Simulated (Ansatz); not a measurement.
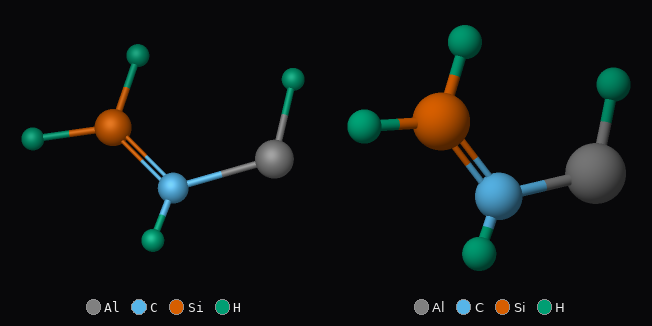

Two views of one molecule.

The species is neutral and a spin doublet. The computed structure is the end point of a PBE0-D4/def2-TZVP optimisation. No frequency run is at hand to confirm it as a minimum.

What does the picture show?

The molecule is CH₄AlSi. SMILES: `[AlH][CH]=[SiH2]`. Among its groups: Si–H bond. The point group is Cs. It is an open-shell species. All atoms lie on one plane. Coordination: 1 Al bent; 1 C trigonal planar; 1 Si trigonal planar.

The parts below concern this one geometry. Atoms keep their numbers from picture to picture.

### Geometry

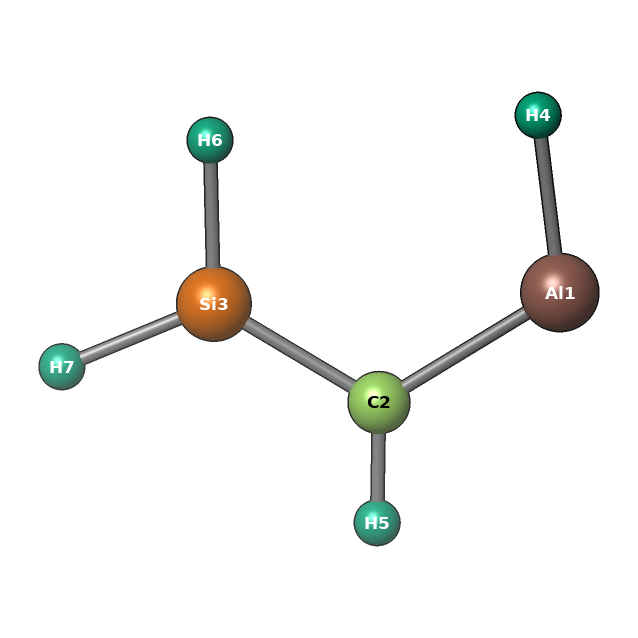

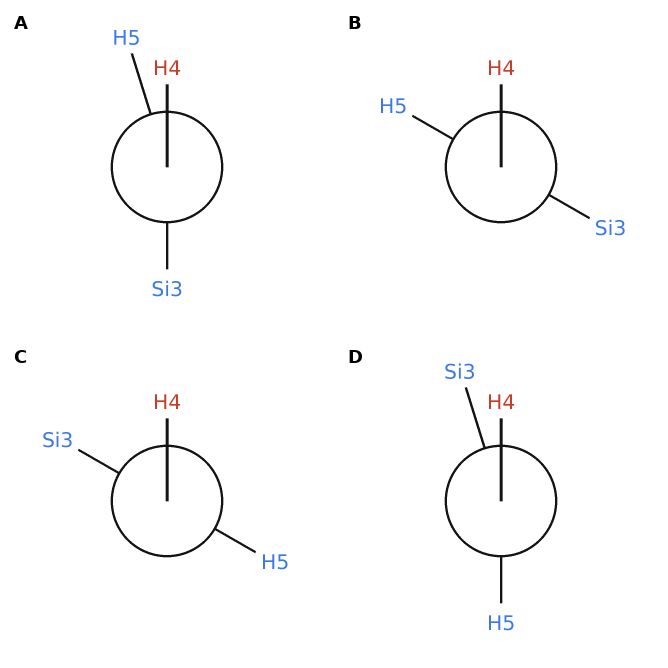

Distant atoms are faded towards the background colour. Bonds that would overlap in a projection are set slightly apart. No frequency run is at hand to confirm it as a minimum.

Which Newman projection shows the view along Al1–C2, with Al1 in front?

D. The torsion angle H4–Al1–C2–Si3 is 0°, synperiplanar (eclipsed).

### Dipole moment

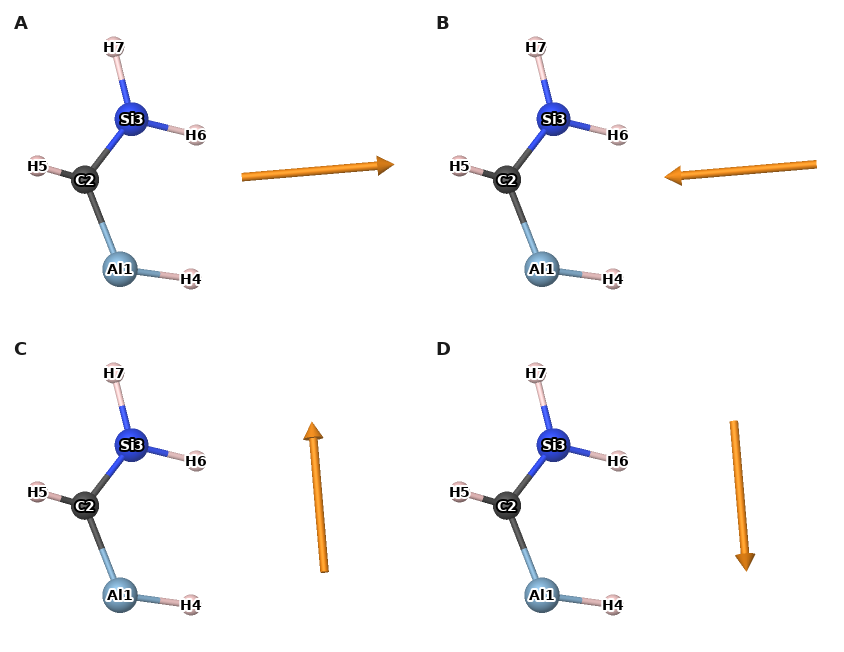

The same molecule four times, each with an arrow. No frequency run is at hand to confirm it as a minimum. Properties computed with UKS PBE0-D4/def2-TZVP (Ansatz 0.2.0).

Which arrow points along the dipole moment, from the negative to the positive end?

C. The dipole moment is 1.63 D; it points from the side of H4 to the side of H7 (the outermost atoms at the two ends).

### Electronic properties

No frequency run is at hand to confirm it as a minimum. Properties computed with UKS PBE0-D4/def2-TZVPP (Ansatz 0.2.0).

What is the HOMO energy (Kohn–Sham orbital)?

−5.19 eV.

Give the dispersion correction at this level.

−13.5 kJ/mol.

Estimate the ⟨S²⟩ of the determinant.

0.752.

### Charges

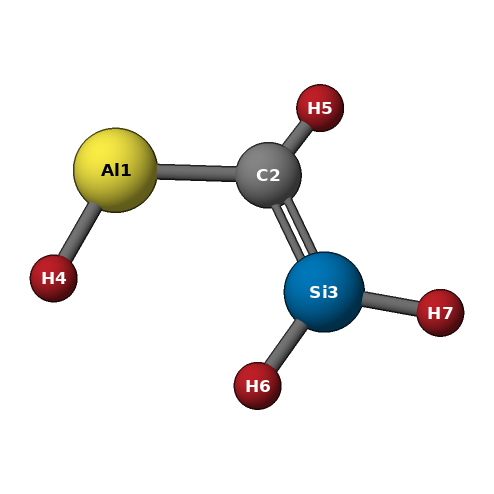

The questions are on Mulliken charges. No frequency run is at hand to confirm it as a minimum. Level of theory: UKS PBE0-D4/def2-TZVP (Ansatz 0.2.0).

List the Mulliken charges.

```
atom  value (e)
 Al1       0.21
  C2      −0.44
 Si3       0.15
  H4      −0.10
  H5       0.15
  H6       0.03
  H7       0.00
```

Mulliken values depend strongly on the basis set and can even reverse the polarity of a bond.
